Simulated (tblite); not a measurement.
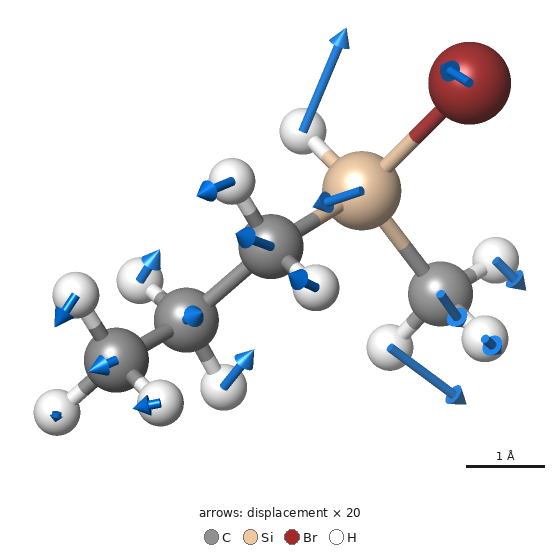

A relaxation of C$_{4}$H$_{11}$BrSi. The starting structure is drawn; blue arrows show the displacements, 20 times their true length. The two geometries are superimposed by the best rigid fit.

A ball-and-stick model, seen at a tilt.

Theory: GFN2-xTB geometry optimisation, gas phase (tblite). 

Describe the change and its energy.

The atom that moves furthest after the best rigid fit is an H atom (0.075 Å). By element the largest moves are H 0.075 Å, Si 0.041 Å, C 0.040 Å, Br 0.037 Å. Some distances before and after: C–Si 1.856 → 1.892 Å, Br–Si 2.220 → 2.240 Å, C–C 1.544 → 1.526 Å, C–H 1.109 → 1.093 Å. Bond angles that change, for instance: Br–Si–H 108.7° → 104.2°, C–Si–H 110.4° → 112.8°, C–C–Si 115.4° → 113.0°. After 29 geometry steps the energy has fallen by 6.59 kJ/mol. Cost: 0.17 s on 1 thread of Arm Neoverse V2 (shared host).
